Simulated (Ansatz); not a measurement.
Run report: AlSiH₆ClO, geometry relaxation (part 2 of 2)

Continued. System: AlSiH₆ClO. Method: RKS CAM-B3LYP-D4/def2-SVP (Ansatz 0.2.0). It belongs to a series of runs on one base structure; here: end point B relaxed.

Geometry of the input (Å):
```
Al -0.0729  0.5463  -0.3543
H  -0.1591  -0.2891  2.2746
O  1.4744  -0.0510  -0.6830
H  1.7012  -0.8692  -1.1262
Cl -1.7272  -0.5937  -1.0088
Si -0.2775  2.6495  0.6606
H  -1.6552  3.2094  0.5388
H  0.0410  2.5819  2.1156
H  0.6559  3.6473  0.0606
H  -0.1506  0.4151  2.1239
```

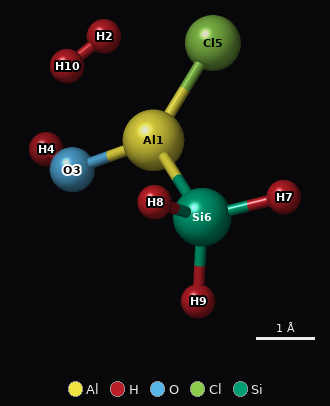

The geometry at step 11 of the log (ball-and-stick view, seen at a tilt; atoms are numbered from 1 in the order of the input).

## Trajectory as extended XYZ, continued
```
10
Properties=species:S:1:pos:R:3:forces:R:3 step=4 energy=-29134.34973
Al   -0.0689    0.6002   -0.3760    0.0366  -0.0480  -0.0525
H    -0.2160   -0.6486    2.2874    0.0202   0.2564   0.0039
O     1.4761   -0.0171   -0.6856   -0.0326   0.0215   0.0184
H     1.7025   -0.8675   -1.0699    0.0171   0.0030  -0.0020
Cl   -1.7260   -0.5649   -0.9567   -0.0192  -0.0199   0.0218
Si   -0.2852    2.8056    0.5798   -0.0039   0.0416   0.0474
H    -1.6778    3.3241    0.4610    0.0140  -0.0011  -0.0103
H     0.0497    2.7301    2.0333   -0.0003   0.0319   0.0037
H     0.6474    3.7807   -0.0519   -0.0016  -0.0003  -0.0122
H    -0.0721    0.1038    2.3804   -0.0304  -0.2850  -0.0183
10
Properties=species:S:1:pos:R:3:forces:R:3 step=5 energy=-29134.36161
Al   -0.0541    0.6099   -0.3382    0.0613  -0.0398   0.0807
H    -0.3309   -0.7400    2.1904    0.0015   0.1506  -0.0171
O     1.4964    0.0295   -0.6997   -0.1080   0.0636   0.0159
H     1.7304   -0.8243   -1.0700    0.0283  -0.0339  -0.0223
Cl   -1.7105   -0.6232   -0.7724    0.0194   0.0089  -0.0207
Si   -0.2678    2.8399    0.5841    0.0218   0.0154  -0.0414
H    -1.6631    3.3430    0.4400    0.0003   0.0099   0.0163
H     0.0781    2.8418    2.0387   -0.0143  -0.0160  -0.0449
H     0.6513    3.7919   -0.1054   -0.0169  -0.0157   0.0195
H    -0.1000   -0.0222    2.3343    0.0065  -0.1431   0.0140
10
Properties=species:S:1:pos:R:3:forces:R:3 step=6 energy=-29134.34892 accepted=F
Al   -0.0443    0.5920   -0.2674    0.1182   0.0179  -0.0392
H    -0.4709   -0.7559    2.0725    0.5506   0.9644   0.3698
O     1.5104    0.0678   -0.7120   -0.2382   0.0580   0.0922
H     1.7547   -0.7785   -1.0934    0.0246  -0.0361  -0.0192
Cl   -1.6917   -0.6811   -0.6495    0.0808   0.0394  -0.0069
Si   -0.2588    2.8593    0.5813    0.0564  -0.0335  -0.0050
H    -1.6525    3.3646    0.4299   -0.0076  -0.0043   0.0222
H     0.0978    2.9039    2.0351   -0.0278  -0.0010  -0.0816
H     0.6556    3.7927   -0.1451   -0.0369  -0.0678   0.0420
H    -0.0705   -0.1184    2.3505   -0.5202  -0.9370  -0.3744
10
Properties=species:S:1:pos:R:3:forces:R:3 step=7 energy=-29134.36736
Al   -0.0557    0.5986   -0.3045    0.0761  -0.0015  -0.0185
H    -0.3922   -0.7176    2.1313    0.2169   0.5138   0.1440
O     1.4961    0.0373   -0.6933   -0.1101   0.0311   0.0388
H     1.7340   -0.8109   -1.0755    0.0187  -0.0090  -0.0069
Cl   -1.7043   -0.6391   -0.7594    0.0194  -0.0004   0.0183
Si   -0.2708    2.8431    0.5800    0.0250  -0.0026   0.0065
H    -1.6634    3.3550    0.4410   -0.0002  -0.0009   0.0037
H     0.0787    2.8519    2.0335   -0.0094   0.0030  -0.0301
H     0.6525    3.7857   -0.1169   -0.0198  -0.0244   0.0134
H    -0.0451   -0.0576    2.3658   -0.2166  -0.5092  -0.1692
10
Properties=species:S:1:pos:R:3:forces:R:3 step=8 energy=-29134.37588
Al   -0.0524    0.5982   -0.2825    0.1006  -0.0094   0.0126
H    -0.4504   -0.6967    2.0561    0.2489   0.4154   0.1618
O     1.5007    0.0461   -0.6838   -0.1360   0.0528   0.0391
H     1.7407   -0.8026   -1.0630    0.0213  -0.0210  -0.0105
Cl   -1.6949   -0.6651   -0.6897    0.0048  -0.0017  -0.0099
Si   -0.2701    2.8506    0.5826    0.0314   0.0004  -0.0099
H    -1.6616    3.3658    0.4444   -0.0052  -0.0086   0.0033
H     0.0862    2.8755    2.0339   -0.0083  -0.0019  -0.0289
H     0.6504    3.7846   -0.1296   -0.0180  -0.0214   0.0172
H    -0.0188   -0.1099    2.3336   -0.2395  -0.4046  -0.1748
10
Properties=species:S:1:pos:R:3:forces:R:3 step=9 energy=-29134.38940
Al   -0.0598    0.5920   -0.2663    0.0041   0.0253   0.0017
H    -0.5190   -0.5765    2.0216    0.0742   0.0535   0.0241
O     1.4882    0.0360   -0.6566    0.0427  -0.0639  -0.0107
H     1.7596   -0.8091   -1.0256   -0.0284   0.0580   0.0244
Cl   -1.7087   -0.6577   -0.6887   -0.0175  -0.0080   0.0033
Si   -0.2757    2.8468    0.5845   -0.0097  -0.0337   0.0117
H    -1.6707    3.3547    0.4529    0.0000   0.0038  -0.0018
H     0.0825    2.8681    2.0341    0.0015   0.0126  -0.0044
H     0.6402    3.7815   -0.1274    0.0028   0.0102  -0.0061
H     0.0934   -0.1893    2.2736   -0.0698  -0.0578  -0.0420
10
Properties=species:S:1:pos:R:3:forces:R:3 step=10 energy=-29134.39001
Al   -0.0622    0.5921   -0.2634   -0.0037   0.0110   0.0129
H    -0.5104   -0.5748    2.0134    0.0631   0.0498   0.0186
O     1.4870    0.0271   -0.6358    0.0364  -0.0440  -0.0231
H     1.7557   -0.8139   -1.0151   -0.0211   0.0400   0.0247
Cl   -1.7151   -0.6502   -0.6953   -0.0071  -0.0018   0.0006
Si   -0.2775    2.8472    0.5848   -0.0092  -0.0234   0.0088
H    -1.6732    3.3536    0.4559   -0.0005   0.0037  -0.0020
H     0.0829    2.8685    2.0337    0.0029   0.0133  -0.0013
H     0.6357    3.7844   -0.1280    0.0011   0.0055  -0.0047
H     0.1070   -0.1876    2.2519   -0.0621  -0.0541  -0.0343
10
Properties=species:S:1:pos:R:3:forces:R:3 step=11 energy=-29134.32119 accepted=F
Al   -0.0705    0.5869   -0.2332   -0.0911  -0.0119   0.0256
H    -0.5505   -0.4617    1.9455    1.6544   0.3573   0.4076
O     1.4758   -0.0025   -0.5630    0.1428  -0.0875  -0.0703
H     1.7596   -0.8375   -0.9450   -0.0448   0.0660   0.0435
Cl   -1.7405   -0.6243   -0.6991    0.0026   0.0152  -0.0095
Si   -0.2882    2.8468    0.5910   -0.0243  -0.0029  -0.0003
H    -1.6887    3.3432    0.4712    0.0012   0.0067  -0.0032
H     0.0820    2.8806    2.0359    0.0100   0.0155   0.0232
H     0.6113    3.7880   -0.1319    0.0108   0.0191  -0.0161
H     0.2395   -0.2731    2.1307   -1.6616  -0.3776  -0.4005
10
Properties=species:S:1:pos:R:3:forces:R:3 step=12 energy=-29134.38803 accepted=F
Al   -0.0599    0.5805   -0.2454   -0.0266  -0.0060  -0.0212
H    -0.5171   -0.5591    2.0035   -0.0209  -0.0123  -0.0201
O     1.4896    0.0213   -0.6274    0.0091  -0.0080   0.0225
H     1.7545   -0.8209   -1.0046   -0.0051   0.0061   0.0020
Cl   -1.7151   -0.6490   -0.7059    0.0005  -0.0049   0.0117
Si   -0.2857    2.8337    0.5956    0.0295   0.1495  -0.0192
H    -1.6689    3.3693    0.4584   -0.0504  -0.0661   0.0207
H     0.0929    2.8998    2.0362   -0.0177  -0.0445   0.0510
H     0.6151    3.7750   -0.1256    0.0557  -0.0163  -0.0524
H     0.1245   -0.2041    2.2170    0.0259   0.0025   0.0049
10
Properties=species:S:1:pos:R:3:forces:R:3 step=13 energy=-29134.39075
Al   -0.0619    0.5908   -0.2552   -0.0056   0.0015   0.0063
H    -0.5090   -0.5722    2.0002    0.0113   0.0155   0.0000
O     1.4871    0.0245   -0.6274    0.0213  -0.0180  -0.0075
H     1.7533   -0.8173   -1.0052   -0.0108   0.0154   0.0114
Cl   -1.7170   -0.6469   -0.6936   -0.0045  -0.0020   0.0001
Si   -0.2792    2.8468    0.5876    0.0000   0.0032  -0.0005
H    -1.6743    3.3543    0.4574   -0.0054  -0.0032   0.0017
H     0.0853    2.8785    2.0348    0.0003   0.0061   0.0073
H     0.6311    3.7831   -0.1305    0.0032   0.0014  -0.0068
H     0.1143   -0.1953    2.2339   -0.0097  -0.0198  -0.0120
10
Properties=species:S:1:pos:R:3:forces:R:3 step=14 energy=-29134.39164
Al   -0.0648    0.5898   -0.2331   -0.0103  -0.0195  -0.0023
H    -0.4974   -0.5691    1.9569   -0.0131   0.0019   0.0020
O     1.4842    0.0130   -0.5916   -0.0003   0.0299   0.0077
H     1.7450   -0.8305   -0.9673    0.0067  -0.0272  -0.0103
Cl   -1.7274   -0.6328   -0.6925    0.0063   0.0036  -0.0018
Si   -0.2830    2.8507    0.5924    0.0095   0.0335  -0.0101
H    -1.6798    3.3541    0.4636   -0.0083  -0.0071   0.0052
H     0.0899    2.9021    2.0367   -0.0008  -0.0012   0.0137
H     0.6189    3.7856   -0.1394    0.0002  -0.0084  -0.0046
H     0.1444   -0.2165    2.1762    0.0102  -0.0054   0.0005
10
Properties=species:S:1:pos:R:3:forces:R:3 step=15 energy=-29134.39195
Al   -0.0648    0.5901   -0.2268   -0.0124  -0.0135  -0.0140
H    -0.5055   -0.5685    1.9598    0.0057   0.0087   0.0014
O     1.4848    0.0143   -0.5858   -0.0044   0.0264   0.0150
H     1.7451   -0.8295   -0.9612    0.0072  -0.0267  -0.0107
Cl   -1.7279   -0.6289   -0.6949    0.0087   0.0058   0.0015
Si   -0.2829    2.8541    0.5926    0.0071   0.0218  -0.0024
H    -1.6814    3.3534    0.4657   -0.0057  -0.0046   0.0033
H     0.0934    2.9140    2.0360    0.0007  -0.0019   0.0070
H     0.6154    3.7859   -0.1477   -0.0019  -0.0073  -0.0022
H     0.1536   -0.2387    2.1643   -0.0050  -0.0087   0.0009
10
Properties=species:S:1:pos:R:3:forces:R:3 step=16 energy=-29134.39205
Al   -0.0674    0.5931   -0.2292   -0.0001  -0.0081   0.0048
H    -0.5093   -0.5609    1.9597    0.0529   0.0222   0.0208
O     1.4839    0.0134   -0.5755   -0.0058   0.0119   0.0034
H     1.7442   -0.8314   -0.9495    0.0024  -0.0095  -0.0033
Cl   -1.7302   -0.6228   -0.7054    0.0085   0.0086   0.0015
Si   -0.2841    2.8579    0.5930    0.0017   0.0047  -0.0028
H    -1.6847    3.3532    0.4709   -0.0014   0.0000   0.0009
H     0.0981    2.9253    2.0350    0.0022  -0.0086  -0.0065
H     0.6098    3.7858   -0.1571   -0.0037   0.0015   0.0009
H     0.1696   -0.2672    2.1601   -0.0567  -0.0226  -0.0197
10
Properties=species:S:1:pos:R:3:forces:R:3 step=17 energy=-29134.39216
Al   -0.0655    0.5931   -0.2295   -0.0036  -0.0032  -0.0052
H    -0.5129   -0.5599    1.9650    0.0238   0.0106   0.0062
O     1.4854    0.0138   -0.5780   -0.0028   0.0066   0.0054
H     1.7458   -0.8313   -0.9515    0.0010  -0.0056  -0.0013
Cl   -1.7286   -0.6225   -0.7040    0.0033   0.0028  -0.0003
Si   -0.2840    2.8578    0.5915    0.0042  -0.0003   0.0006
H    -1.6850    3.3525    0.4723   -0.0005  -0.0020   0.0022
H     0.1004    2.9189    2.0330    0.0010   0.0006  -0.0029
H     0.6084    3.7885   -0.1569   -0.0024   0.0000   0.0010
H     0.1657   -0.2646    2.1600   -0.0240  -0.0095  -0.0058
```
